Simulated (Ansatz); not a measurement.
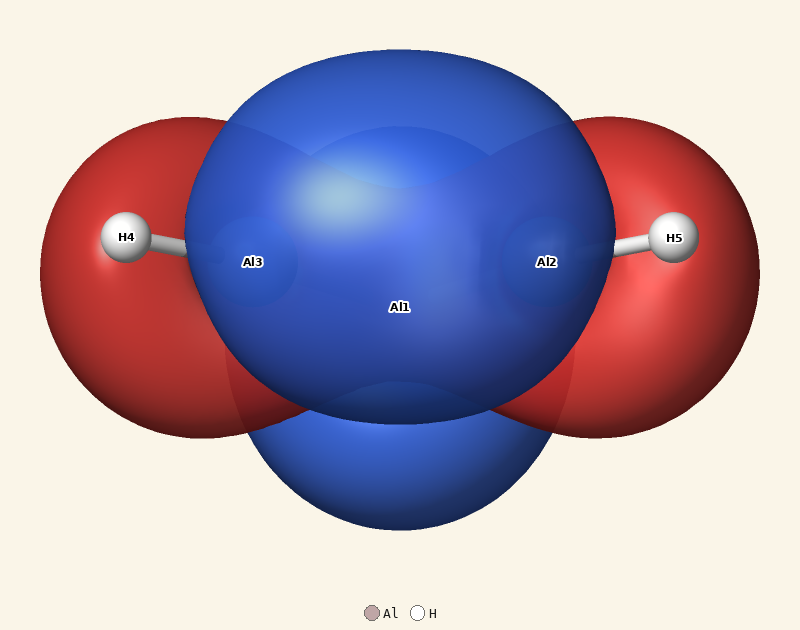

Figure. Al$_{3}$H$_{2}$ (doublet). One frontier orbital at ±0.06 Å⁻³ᐟ² (blue and red are the two phases), seen from one side.

Geometry: B3LYP-D4/def2-TZVP.

Method: Ansatz 0.2.0, UKS PBE0-D4/def2-TZVP.

Input

```
crystal:
  periodic: [false, false, false]
  atoms:
    - {symbol: Al, position_ang: [1.091032, 0.814391, 1.587067]}
    - {symbol: Al, position_ang: [0.249522, -1.271017, 0.497052]}
    - {symbol: Al, position_ang: [-0.229370, 1.281009, -0.482788]}
    - {symbol: H, position_ang: [-1.002692, 1.960637, -1.712284]}
    - {symbol: H, position_ang: [-0.108492, -2.785010, 0.110943]}
basis:
  gaussian: {orbitals: def2-TZVP, initial_orbitals: start.molden}
magnetization: {spin_polarized: true, initial_magnetization: 1}
hamiltonian: {xc: pbe0, dispersion: d4}
output: {forces: true, orbitals: {seedname: orbitals}}
```

Command:

```sh
ansatz run in.yaml --threads 4 --pin off --events-out ev --progress --plain --max-ram 3916MiB
```

> Which orbital is it: HOMO (α) or LUMO (α)?

The LUMO (α), at −2.56 eV. Its weight (Hirshfeld) is mainly on Al1 (about 40 %), Al2 (about 30 %) and Al3 (about 30 %); it is symmetric in the molecular plane (an in-plane orbital: σ, lone-pair or in-plane π type).
